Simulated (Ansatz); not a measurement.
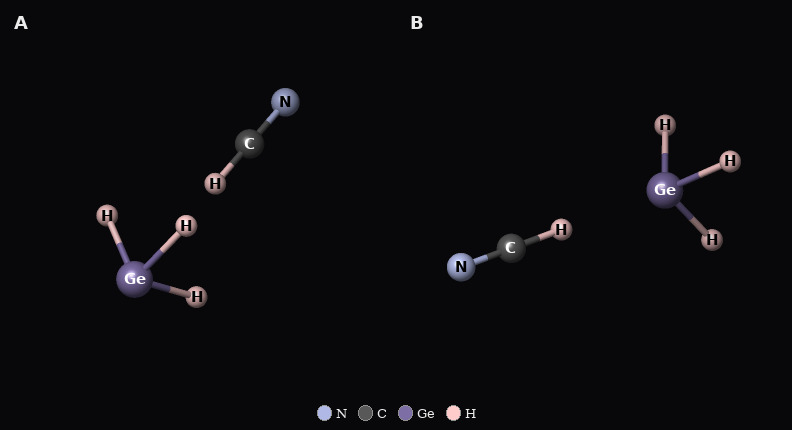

2 stationary structures of one formula. State: charge −1, singlet. Geometries: PBE-D4/def2-SVPD. Electronic energies: PBE-D4/def2-SVPD (Ansatz 0.2.0), without zero-point energy. No frequency run is at hand to confirm each as a minimum.

Which structure is the most stable?

B is lowest; A lies 0.052 eV above it.
